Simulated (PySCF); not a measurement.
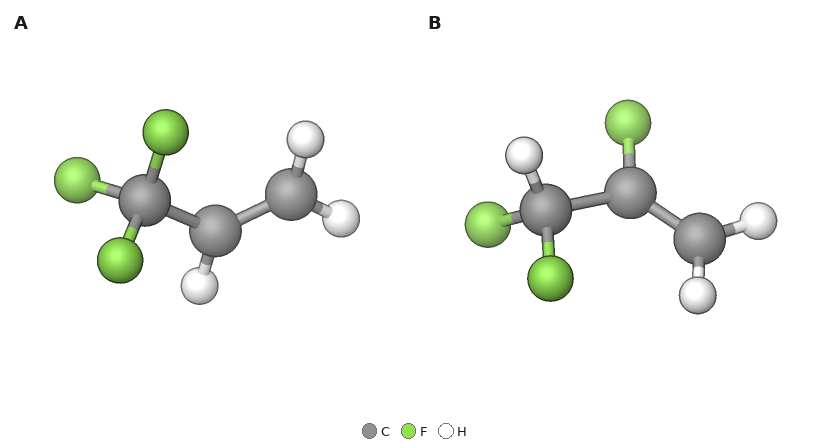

2 stationary structures of one formula. Geometries: PBE0-D3(BJ)/def2-SVP. Electronic energies: PBE0-D3(BJ)/def2-SVP (PySCF 2.14.0), without zero-point energy. No frequency run is at hand to confirm each as a minimum. Each is one conformer, not always the lowest.

**Which structure is the most stable?**

A is lowest; B lies 14.6 kcal/mol above it. A is `C=CC(F)(F)F`, B is `C=C(F)C(F)F`.
